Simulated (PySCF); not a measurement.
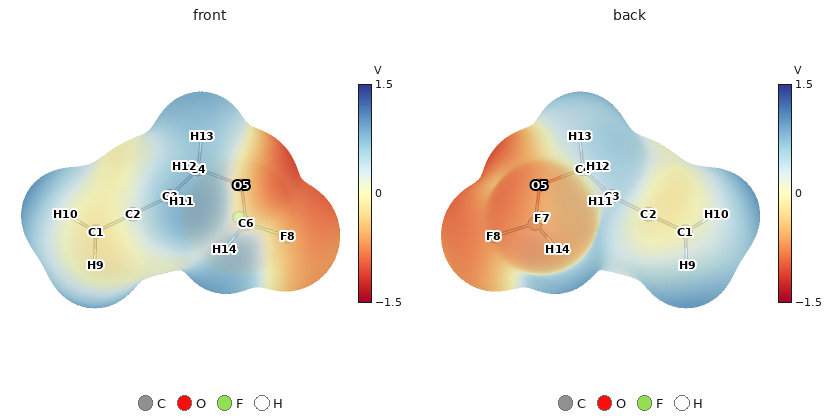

Figure. C5H6F2O. The electrostatic potential painted on the density surface at 0.001 e/bohr³, seen from the front and from behind; the colour scale runs from red (negative) to blue (positive).

Geometry: PBE0-D3(BJ)/def2-SVP.

Method: wB97X-D/def2-SVPD, SCF density, gas phase in PySCF 2.14.0.

```xyz
14

C     2.6363   -0.8464   -0.0414
C     1.6475    0.0019   -0.1412
C     0.6573    0.8568   -0.2255
C    -0.4951    0.9053    0.7389
O    -1.7479    0.7864    0.0864
C    -2.0137   -0.4300   -0.4430
F    -2.2188   -1.3424    0.5364
F    -3.1416   -0.3185   -1.1425
H     2.6052   -1.8170   -0.5473
H     3.5271   -0.6107    0.5504
H     0.6528    1.5964   -1.0368
H    -0.3867    0.1322    1.5166
H    -0.5311    1.8857    1.2354
H    -1.2056   -0.8151   -1.0930
```

Q: Describe the electrostatic potential map.

A: The most negative region (about −1.0 V) lies over O5, the most positive (about +1.0 V) over H9 and H10. O5 is the likeliest acceptor of a hydrogen bond.

Q: What dipole moment does the calculation give?

A: Its dipole moment is 3.30 D.
